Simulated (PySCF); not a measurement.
```xyz
21

O     3.2143    1.1765   -0.5118
S     2.5861   -0.0376   -0.0991
O     3.1825   -1.2784   -0.4780
Cl    2.5863   -0.0100    1.9408
C     0.8209   -0.0187   -0.4987
C     0.2293    1.2561    0.0515
C    -1.2785    1.2743   -0.2116
C    -1.9342    0.0331    0.3889
C    -1.3164   -1.2386   -0.1871
C     0.1904   -1.2615    0.0809
H     0.8237   -0.0319   -1.5890
H     0.4094    1.2958    1.1279
H     0.7166    2.1178   -0.4070
H    -1.7137    2.1747    0.2227
H    -1.4609    1.2985   -1.2880
H    -3.0054    0.0476    0.1832
H    -1.7998    0.0417    1.4721
H    -1.4958   -1.2766   -1.2636
H    -1.7813   -2.1164    0.2622
H     0.3659   -1.2808    1.1586
H     0.6517   -2.1486   -0.3552
```

Geometry: GFN2-xTB.

The calculation used PBE0/pcSseg-1, SCF density, gas phase, non-relativistic (PySCF 2.14.0).

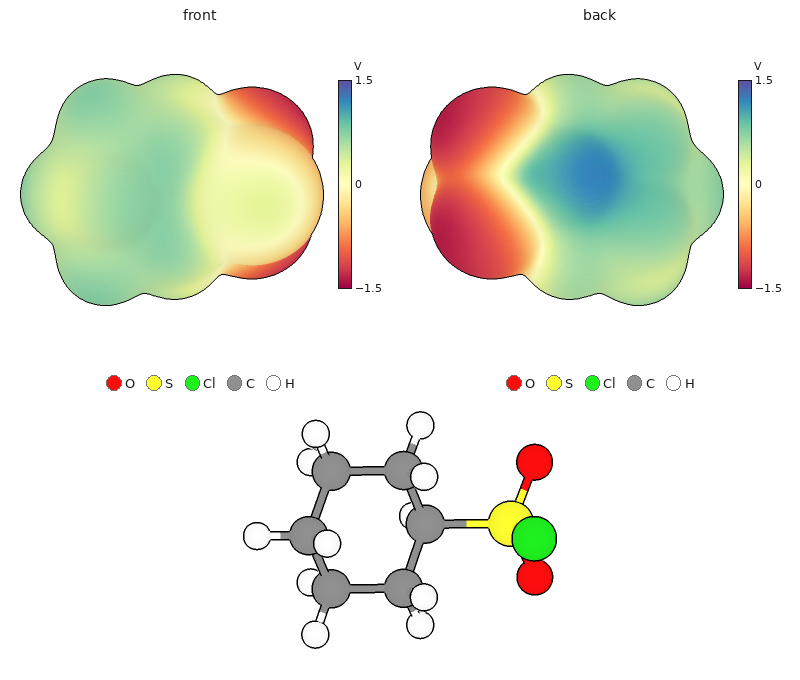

C6H11ClO2S. The electrostatic potential painted on the density surface at 0.001 e/bohr³, seen from the front and from behind; red is negative and blue positive. The bare structure is drawn below in the same view.

Where is the surface potential most negative and most positive?

Answer. The most negative region (about −1.3 V) lies over O1 and O3, the most positive (about +1.2 V) over H11. Cl4 shows a σ-hole: about +0.3 V at the tip opposite its bond, against about −0.2 V on its flanks.

How polar is the molecule by this calculation?

Answer. Its dipole moment is 5.05 D.
